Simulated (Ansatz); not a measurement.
**doublet C2HF+ at 6 levels**

Wanted: a comparison of 6 runs (UCAM-B3LYP/STO-3G, UPBE/STO-3G, RPA@PBE/STO-3G, UMP2/STO-3G, UBCCD(T)/STO-3G, UCCSDTQ/STO-3G) of doublet C2HF+. 

The results are computed with Ansatz 0.2.0.

49 further runs of the same task are left out: 5 that didn't finish, 44 set aside as unsound or not needed.

## (1) The structure to begin with

The species is C2HF+ (4 atoms), meant as a doublet with charge +1. As SMILES of the parent species, `C#CF`. The shape is that of a PBE0-D4/def2-TZVP optimisation. That shape belongs to the parent species and isn't relaxed for this state.

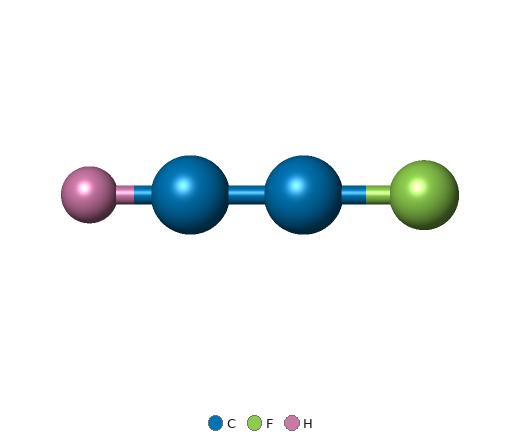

The structure, seen from a chosen angle (carbon blue, fluorine green, hydrogen pink).

## (2) A single-point energy at UCAM-B3LYP/STO-3G (run 1)

Input file run.yaml:

```yaml
crystal:
  periodic: [false, false, false]
  atoms:
    - symbol: C
      position_ang: [-0.361030, 0.453110, -0.290220]
    - symbol: C
      position_ang: [0.303270, -0.380840, 0.243810]
    - symbol: F
      position_ang: [1.010600, -1.269010, 0.812300]
    - symbol: H
      position_ang: [-0.952830, 1.196740, -0.765890]
basis:
  gaussian:
    orbitals: STO-3G
total_charge: 1
magnetization:
  spin_polarized: true
  initial_magnetization: 1
hamiltonian:
  xc: {name: CAM-B3LYP}
accuracy: high
```

On the command line:

```sh
$ ansatz run run.yaml --threads 1 --pin off --max-ram 3480MiB --events-out events.jsonl --progress --plain --runs-dir runs
```

The log of the run:

```text
Warning: RAYON_NUM_THREADS=1 ignored (pool sized by the plan → 1); use --threads N
Functional definition: CAM-B3LYP
  name "CAM-B3LYP"
  parameter alpha = 0.19
  parameter beta = 0.46
  parameter omega = 0.33/bohr
  parameter ac = 0.81
  exchange = (1 - alpha - beta)*b88_x + beta*b88_x_sr(omega) + alpha*exact_x + beta*exact_x_lr(omega)
  correlation = (1 - ac)*vwn5_c + ac*lyp_c
270 factors; integrals over basis functions are off by at most 3.6e-8 eV
131 factors; integrals over basis functions are off by at most 7.4e-10 eV
mean field evaluation 1: about -4725.1623 eV, gradient 1.5e1 eV
mean field evaluation 2: about -4723.2952 eV, gradient 2.6e1 eV
mean field evaluation 4: about -4726.7493 eV, gradient 1.3e0 eV
mean field evaluation 8: about -4726.7062 eV, gradient 3.3e-2 eV
mean field evaluation 16: about -4726.7063 eV, gradient 8.3e-6 eV
mean field evaluation 32: about -4726.7063 eV, gradient 5.9e-4 eV
mean field -4726.70629492 eV, -173.7032524619 hartree, gradient 2.1e-9 eV, S^2 0.754520; 2 other end points of the search recorded, 0 dependent functions left out
reference -4726.70630481 eV, -173.7032528251 hartree; 11, 10 occupied and 5, 6 virtual orbitals, 270 factors
Total energy: -4726.70630481 eV, -173.7032528251 hartree
```

Wall time 25 s (1 thread of Intel Xeon Platinum 8259CL at 2.50GHz (Skylake/Cascade Lake), shared host); peak memory 0.13 GiB.

## (3) A single-point energy at UPBE/STO-3G (run 2)

Input file molecule.yaml:

```yaml
basis:
  gaussian:
    orbitals: STO-3G
crystal:
  periodic: [false, false, false]
  atoms:
    - {symbol: C, position_ang: [-0.361030, 0.453110, -0.290220]}
    - {symbol: C, position_ang: [0.303270, -0.380840, 0.243810]}
    - {symbol: F, position_ang: [1.010600, -1.269010, 0.812300]}
    - {symbol: H, position_ang: [-0.952830, 1.196740, -0.765890]}
total_charge: 1
magnetization:
  spin_polarized: true
  initial_magnetization: 1
hamiltonian:
  xc: pbe
accuracy: high
```

On the command line:

```sh
$ ansatz run molecule.yaml --threads 1 --pin off --max-ram 3480MiB --events-out events.jsonl --progress --plain --runs-dir runs
```

The log of the run:

```text
Warning: RAYON_NUM_THREADS=1 ignored (pool sized by the plan → 1); use --threads N
Functional definition: PBE
  name "PBE"
  parameter kappa = 0.804
  parameter beta = 0.06672455060314922
  exchange = pbe_x(kappa = kappa, mu = beta*pi^2/3)
  correlation = pbe_c(beta = beta)
270 factors; integrals over basis functions are off by at most 3.6e-8 eV
mean field evaluation 1: about -4723.5724 eV, gradient 8.8e0 eV
mean field evaluation 2: about -4717.3440 eV, gradient 3.6e1 eV
mean field evaluation 4: about -4724.0910 eV, gradient 2.5e0 eV
mean field evaluation 8: about -4724.0528 eV, gradient 4.3e-2 eV
mean field evaluation 16: about -4724.0528 eV, gradient 5.5e-7 eV
mean field evaluation 32: about -4724.0528 eV, gradient 9.2e-3 eV
mean field evaluation 64: about -4724.0582 eV, gradient 2.8e-2 eV
mean field -4724.05279901 eV, -173.6057382858 hartree, gradient 9.2e-8 eV, S^2 0.751512; 3 other end points of the search recorded, 0 dependent functions left out
reference -4724.05280028 eV, -173.6057383322 hartree; 11, 10 occupied and 5, 6 virtual orbitals, 270 factors
Total energy: -4724.05280028 eV, -173.6057383322 hartree
```

Wall time 15 s (1 thread of Intel Xeon Platinum 8259CL at 2.50GHz (Skylake/Cascade Lake), shared host); peak memory 0.12 GiB.

Runs 3 to 4 aren't shown in full; the table further down has their settings and results.

## (4) A single-point energy at UBCCD(T)/STO-3G (run 5)

Input file in.yaml:

```yaml
basis:
  gaussian: {orbitals: STO-3G}
crystal:
  periodic: [false, false, false]
  atoms:
    - symbol: C
      position_ang: [-0.361030, 0.453110, -0.290220]
    - symbol: C
      position_ang: [0.303270, -0.380840, 0.243810]
    - symbol: F
      position_ang: [1.010600, -1.269010, 0.812300]
    - symbol: H
      position_ang: [-0.952830, 1.196740, -0.765890]
total_charge: 1
magnetization: {spin_polarized: true, initial_magnetization: 1}
correlation: {method: bccd_t, frozen_orbitals: {C: 1, F: 1, H: 0}}
accuracy: high
scf: {omitted_lower_state_checks: [cluster_reference, increment]}
```

On the command line:

```sh
$ ansatz run in.yaml --threads 1 --pin off --max-ram 3480MiB --events-out events.jsonl --progress --plain --runs-dir runs
```

The log of the run:

```text
Warning: RAYON_NUM_THREADS=1 ignored (pool sized by the plan → 1); use --threads N
[... 15 lines left out ...]
3 core orbitals not correlated: weight in the atoms' cores, before any rotation towards them, 1.000 or more for the frozen orbitals, at most 0.000 for the correlated occupied ones
[... 30 lines left out ...]
Total energy: -4711.97623454 eV, -173.1619327273 hartree
Checks for a lower state left out: cluster_reference, increment
```

Run time: 1.2 s. Hardware: 1 thread of Intel Xeon Platinum 8259CL at 2.50GHz (Skylake/Cascade Lake), shared host.

## (5) A single-point energy at UCCSDTQ/STO-3G (run 6)

Input file job.yaml:

```yaml
crystal:
  periodic: [false, false, false]
  atoms:
    - {symbol: C, position_ang: [-0.361030, 0.453110, -0.290220]}
    - {symbol: C, position_ang: [0.303270, -0.380840, 0.243810]}
    - {symbol: F, position_ang: [1.010600, -1.269010, 0.812300]}
    - {symbol: H, position_ang: [-0.952830, 1.196740, -0.765890]}
basis:
  gaussian: {orbitals: STO-3G}
total_charge: 1
magnetization: {spin_polarized: true, initial_magnetization: 1}
correlation: {method: ccsdtq, frozen_orbitals: {C: 1, F: 1, H: 0}}
accuracy: high
scf: {omitted_lower_state_checks: [cluster_reference, increment]}
```

On the command line:

```sh
$ ansatz run job.yaml --threads 1 --pin off --max-ram 3480MiB --events-out events.jsonl --progress --plain --runs-dir runs
```

The log of the run:

```text
Warning: RAYON_NUM_THREADS=1 ignored (pool sized by the plan → 1); use --threads N
[... 15 lines left out ...]
3 core orbitals not correlated: weight in the atoms' cores, before any rotation towards them, 1.000 or more for the frozen orbitals, at most 0.000 for the correlated occupied ones
[... 35 lines left out ...]
Total energy: -4712.02524987 eV, -173.1637340072 hartree
Checks for a lower state left out: cluster_reference, increment
```

It took 95 s on 1 thread of Intel Xeon Platinum 8259CL at 2.50GHz (Skylake/Cascade Lake), shared host; peak memory 0.4 GiB.

## (6) All runs side by side

```csv
run,level,frozen core orbitals,energy (Eh),⟨S²⟩,wall time
1,UCAM-B3LYP/STO-3G,–,-173.703253,0.755,25 s
2,UPBE/STO-3G,–,-173.605738,0.752,15 s
3,RPA@PBE/STO-3G,3,-173.241924,0.752,29 s
4,UMP2/STO-3G,3,-173.125321,0.773,0.81 s
5,UBCCD(T)/STO-3G,3,-173.161933,0.773,1.2 s
6,UCCSDTQ/STO-3G,3,-173.163734,0.773,95 s
```

## (7) What came out

| quantity | value |
| --- | --- |
| run 6: total energy | -173.16373 Eh |
| run 6: correlation energy (3 core orbitals frozen) | -175.9 mEh |
| run 6: ⟨S²⟩ of the reference determinant | 0.773 |
| run 6: T1 diagnostic | 0.030 |

In words: Totals of different functionals can't be ranked against each other. In runs 1, 2, 3, 4, 5, 6 the basis is minimal, so the values are rough. All runs together took 2.8 min, the longest 95 s.
